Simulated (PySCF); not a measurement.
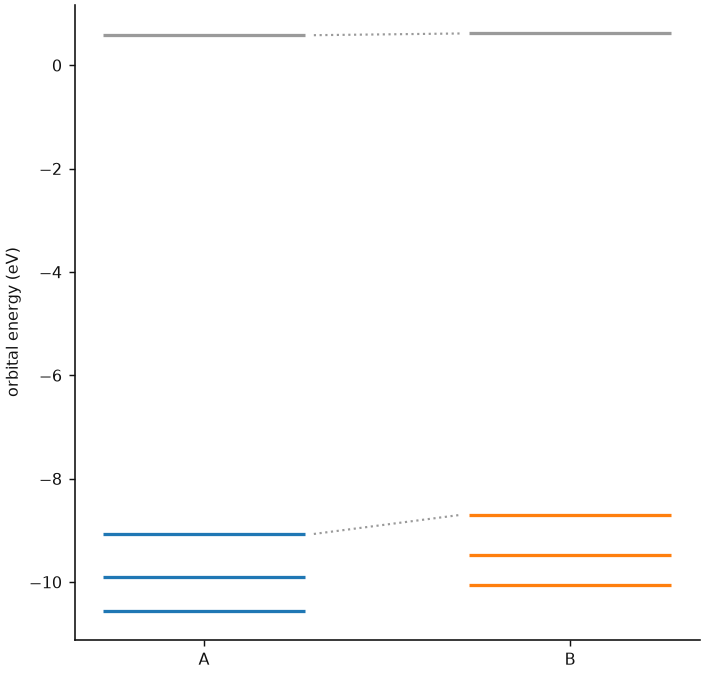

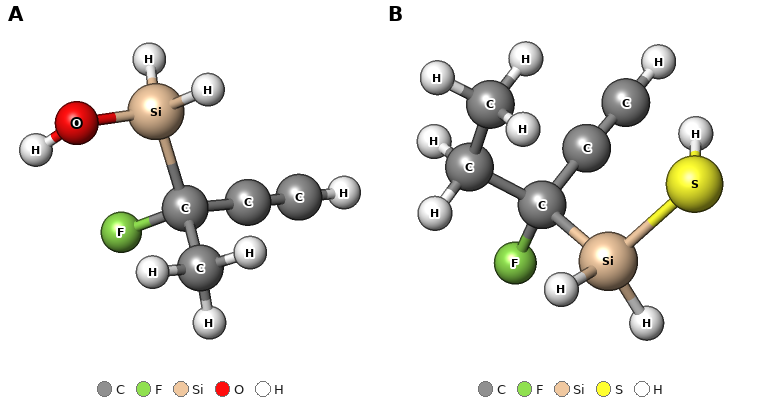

Related molecules: A is C₄H₇FOSi, SMILES C#C[C@](C)(F)[SiH2]O; B is C₅H₉FSSi, SMILES C#C[C@](F)(CC)[SiH2]S. Frontier orbital energies, CAM-B3LYP/def2-SVPD in PySCF 2.14.0, at a GFN2-xTB geometry (no frequency check); drawn are at most three filled levels and, in grey, the LUMO with any level within 0.03 eV of it; dotted lines join the HOMOs and the LUMOs.

**What does the change do to the frontier levels?**

From A to B the HOMO rises by 0.37 eV and the LUMO hardly moves, so the separation goes from 9.65 to 9.32 eV.

Limits of at least one run: empty levels above zero depend strongly on the basis; one conformer of a flexible molecule; the tight-binding geometry is rougher than a DFT one and adds to the error.
